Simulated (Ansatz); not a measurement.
# Fields on a plane of Rh (fcc, Cu type)

```
CELL_PARAMETERS angstrom
      0.00000     1.90006     1.90006
      1.90006     0.00000     1.90006
      1.90006     1.90006     0.00000
ATOMIC_POSITIONS crystal
  Rh 0.00000 0.00000 0.00000
```

The slice is a {110} plane (indices of the conventional cell) through the point (0.000, 0.000, 0.000) (fractional), spanned by u = [100] and v = [1 -1 -1] in vectors of this cell: u (2.69 Å) and v (3.80 Å, at 90° to u). It covers one period; positions are fractions (u, v).

Atoms on it: Rh at (0.00, 0.00).

The numbers are results of r2SCAN (plane waves to 500 eV, PAW, scalar-relativistic; Ansatz, an electronic-structure program), not measurements. k mesh 21×21×21. Near the nuclei the fields are pseudised (PAW); where an atom keeps semicore shells as valence, they peak there. Rh is run without spin polarisation. Rh was relaxed with its symmetry unable to fall. The PAW data are Ansatz's earlier set.

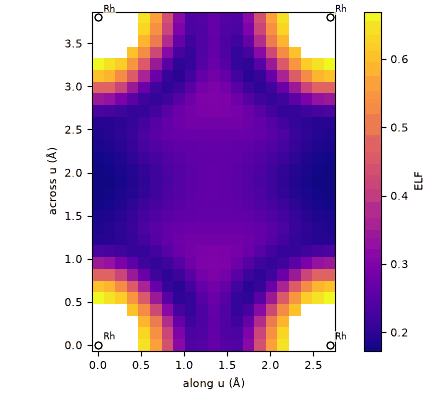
Figure: Electron localisation function (ELF), one period of the plane, atoms marked. Points within 0.5 Å of a nucleus are left white, as the pseudised field means little there.

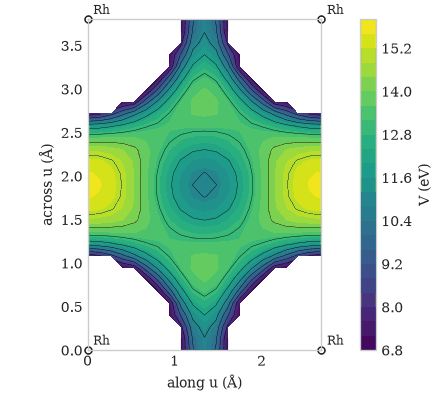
Electrostatic potential energy of an electron, from the cell's mean, in eV, one period of the plane, atoms marked. Points within 1 Å of a nucleus are left white, as the pseudised field means little there. Values under 7 eV are set to 7. The zero, the cell's mean, hangs on the PAW cores.

The density on the Rh–Rh line (2.69 Å) at its midpoint comes out as 0.37 e/Å³ and the ELF at that point comes out as 0.26.
